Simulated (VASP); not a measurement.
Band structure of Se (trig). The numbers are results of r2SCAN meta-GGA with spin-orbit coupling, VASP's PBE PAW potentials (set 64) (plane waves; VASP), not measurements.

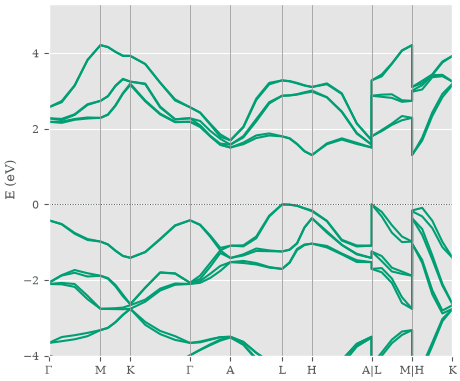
Figure. Bands along high-symmetry lines, zero at the valence-band maximum or, without a gap, the Fermi level

Read the plot: is there a gap, and where are the band edges?

The gap is indirect, 1.30 eV, from the valence maximum at L to the conduction minimum at H.

The compound is Se in the trig structure. It was relaxed first, which changed the volume by +7 %.
